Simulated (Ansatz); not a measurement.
**ClFHSi2 (SMILES F[Si](=[SiH])Cl) (doublet): density, localisation and related maps**

Input

```
crystal:
  periodic: [false, false, false]
  atoms:
    - symbol: Cl
      position_ang: [1.010053, 1.535796, -0.819465]
    - symbol: F
      position_ang: [-1.659131, 0.427210, -0.417276]
    - symbol: Si
      position_ang: [-0.275820, -0.058027, -1.093353]
    - symbol: Si
      position_ang: [-0.000182, -2.106160, -2.088415]
    - symbol: H
      position_ang: [1.414922, -1.578729, -2.328625]
basis:
  gaussian:
    orbitals: def2-TZVPD
magnetization:
  spin_polarized: true
  initial_magnetization: 1
hamiltonian:
  xc: pbe0
output: {forces: true, orbitals: {seedname: orbitals}}
```

Command:

```sh
ansatz run input.yaml --threads 2 --pin off --max-ram 4350MiB --events-out events.jsonl --progress --plain --runs-dir runs
```

Geometry: B3LYP-D3(BJ)/6-311G**.

Theory: isolated molecule in a Gaussian basis; Kohn-Sham density functional theory, functional PBE0 in Ansatz.

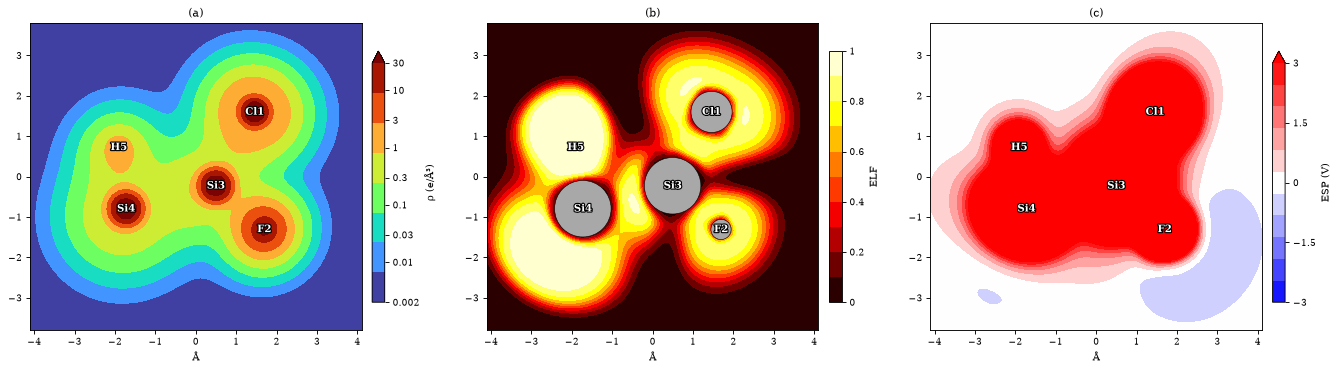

Figure 1. (a) electron density; (b) ELF; (c) molecular electrostatic potential on the molecular plane. Grey discs cover the atomic cores in the ELF map.

Q: Interpret the plot.

A:
- The section cuts through Cl, F, Si and H sites.
- Si–F (1.61 Å): ρ is about 1.1 e/Å³ halfway; the ELF peaks at about 0.85 in the valence shell of F, 0.6 Å from its nucleus, and is about 0.55 at the midpoint.
- Si–Cl (2.07 Å): ρ is about 0.89 e/Å³ halfway; the ELF peaks at about 0.85 between the atoms; a polar covalent bond.
- Si–Si (2.29 Å): ρ at the midpoint is about 0.57 e/Å³; the ELF peaks at about 0.90 between the atoms: a covalent bond.
- Si–H (1.53 Å): the density is about 0.74 e/Å³ at the midpoint; the ELF climbs to about 1 towards the hydrogen, as it does in any bond to H.
- The ELF also peaks beside Si4, F2 and Cl1, away from the bonds: non-bonding electrons, paired or unpaired.
- Outside the dense part of the molecule the potential is most negative (−0.6 V) near F2.

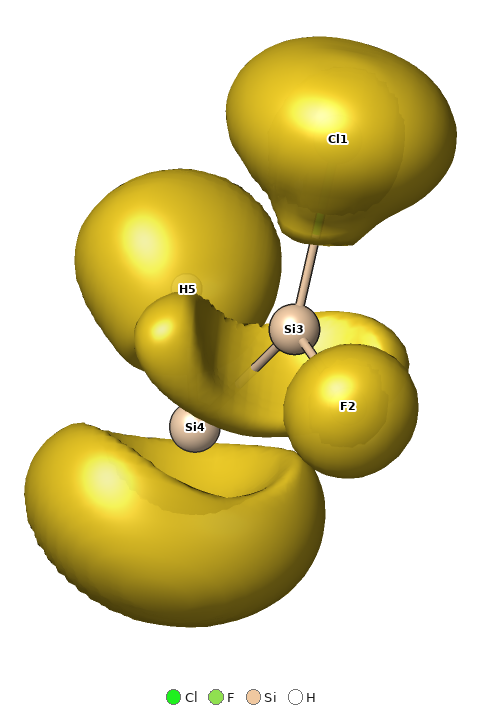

Figure 2. Isosurface of the ELF at 0.8 (yellow), seen at an oblique angle. Core shells and regions of very low density are left out.

Q: Where are the electrons localised?

A: The ELF exceeds this value in one region between bonded Si–Si atoms (shared pairs), one region around a hydrogen nucleus, one region on Cl in which the atom's valence shell and bonds are merged, one lobe on Si, pointing away from the bonds (non-bonding electrons) and one region wrapped around F (its lone pairs, merged into a ring or cap).

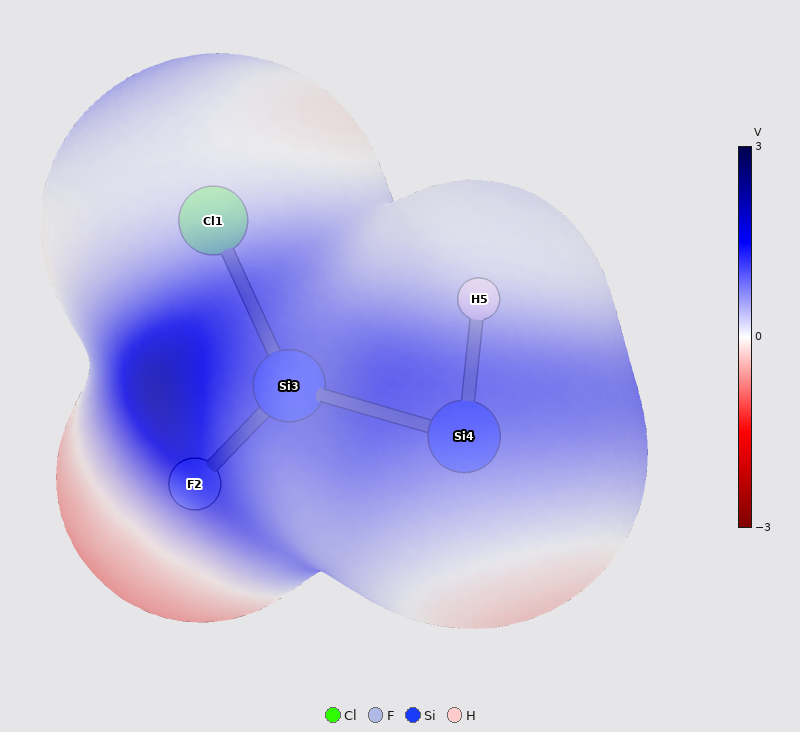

Figure 3. The molecular electrostatic potential painted on the density surface at 0.002 e/bohr³, seen at a tilt; red is negative and blue positive.

Q: Which sites attract a positive test charge, and which a negative one?

A: A positive charge is drawn to the negative regions and a negative charge to the positive ones. The most negative region (about −0.6 V) lies over F2, the most positive (about +2.0 V) over Si3. Cl1 shows a σ-hole: about +0.5 V at the tip opposite its bond, against about 0.0 V on its flanks.

Q: How polar is the molecule by this calculation?

A: Its dipole moment is 0.55 D.

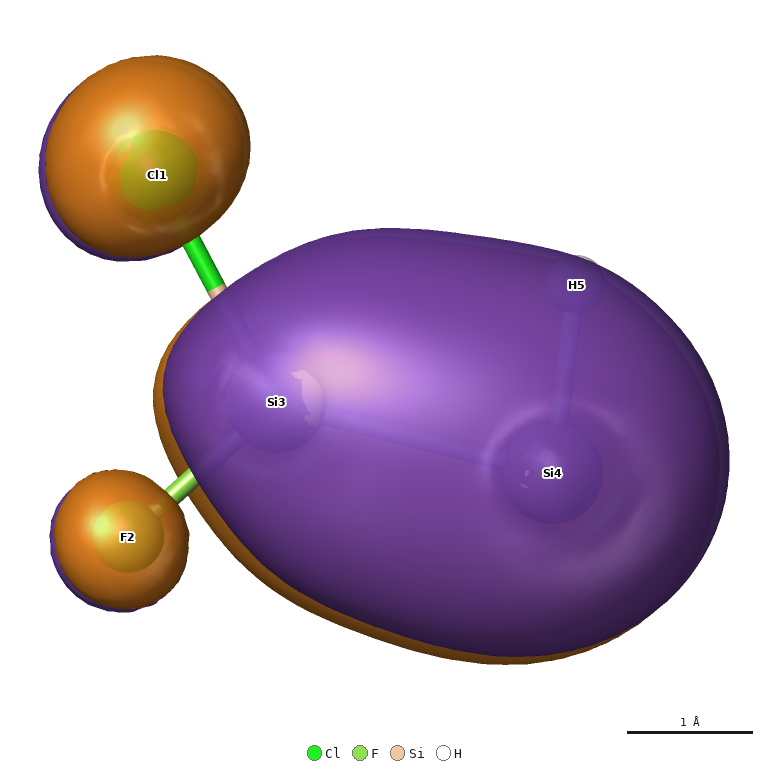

Figure 4. The HOMO (α) at ±0.06 Å⁻³ᐟ² (orange and purple are the two phases), seen across its widest extent.

Q: Where does this orbital lie, and at what energy?

A: It lies mainly on Si4 (about 50 %), Si3 (about 35 %) and Cl1 (about 5 %); it changes sign across the molecular plane (π type); π-bonding across Si3–Si4. Its energy is −6.55 eV.
